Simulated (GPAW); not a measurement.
Consider Sc3InB (Pm-3m).

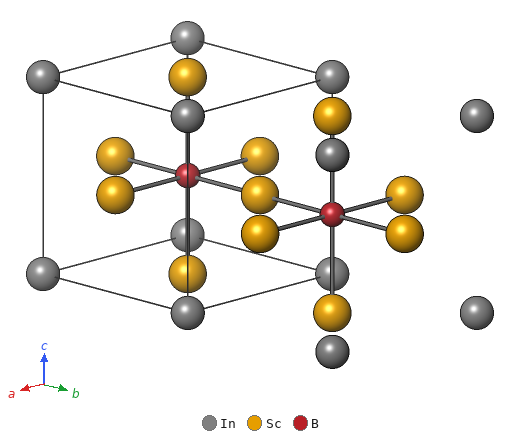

The structure (indium grey, scandium orange, boron red). 1×2×1 cells are drawn. Some periodic images of atoms are drawn too.

```xyz
5
Lattice="4.5600 0.0000 0.0000 0.0000 4.5600 0.0000 0.0000 0.0000 4.5600" Properties=species:S:1:pos:R:3 pbc="T T T"
In    0.0000    0.0000    0.0000
Sc    2.2800    2.2800    0.0000
Sc    2.2800    0.0000    2.2800
Sc    0.0000    2.2800    2.2800
B     2.2800    2.2800    2.2800
```

Absorber: atom 5, with 6 Sc at 2.28 Å (octahedral, site symmetry m-3m). Method: GPAW, LDA, excited-electron core hole (neutral cell), 20-atom cell with 7.9 Å between holes, 4×4×4 k points, dipole transitions, Gaussian full width 0.9 eV up to 4 eV, rising linearly to 3.5 eV at 25 eV.

**Question.** Where do the maxima of the B K edge fall?

Main maxima up to 24 eV above the zero (height): 2.1 eV (1.19), 5.3 eV (2.37), 8.0 eV (1.40), 12.7 eV (1.49) and 22.9 eV (0.80). A K edge sees empty p states on the absorber. The total-energy difference is 188.01 eV. One term is added: -5.56 eV, since the hole is spin-paired here and a spin-polarised one costs that much less in the free atom (computed apart). The photon energy is then 182.45 eV. The functional leaves an error in such absolute values: in the free atom LDA prices this hole 2.2 eV below PBE (computed apart), and PBE is itself good to a few eV.

The B K spectrum (energy from the lowest empty level; intensity scaled to a mean of 1 over the first 20 eV):

```csv
E (eV),intensity
-2.0,0.00
-0.5,0.05
1.0,0.24
2.5,0.97
4.0,1.11
5.5,2.27
7.0,1.12
8.5,1.31
10.0,1.02
11.5,1.25
13.0,1.46
14.5,0.89
16.0,0.53
17.5,0.60
19.0,0.65
20.5,0.63
22.0,0.76
23.5,0.79
25.0,0.70
26.5,0.71
28.0,0.71
29.5,0.62
31.0,0.60
```

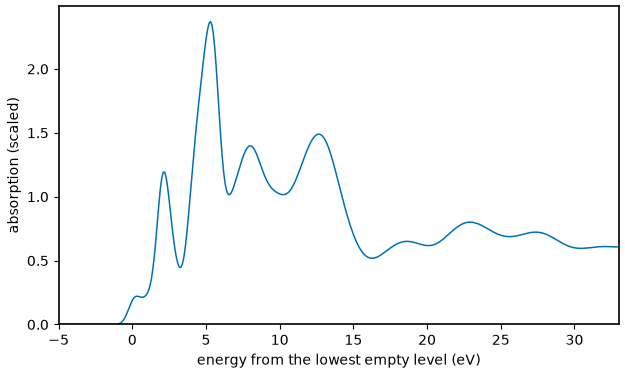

The B K edge.

The mesh is coarse (0.24 Å⁻¹ between points), so small maxima may be mesh ripples. The structure is a published determination, not relaxed.

[Banner, clock and machine lines of the logs are left out without a mark of their own.]

[Logs are printed without paths, hosts, clocks, repeated set-up lines and the standing remarks that a program may print on its own settings, such as how far it seeks lower states.]

[Hosts, paths, dates, database ids (printed as entryN), source tags and the programs' standing remarks are cut or masked in the printed files.]

[Lists of maxima count a maximum above −3 eV only where it reaches 4 % of the highest in the window and stands out from its surroundings by 2 % of it (1.5 % where it reaches 55 %); shoulders and weaker maxima are passed over, and of the rest the first, up to two pre-edge ones and the few strongest are named.]
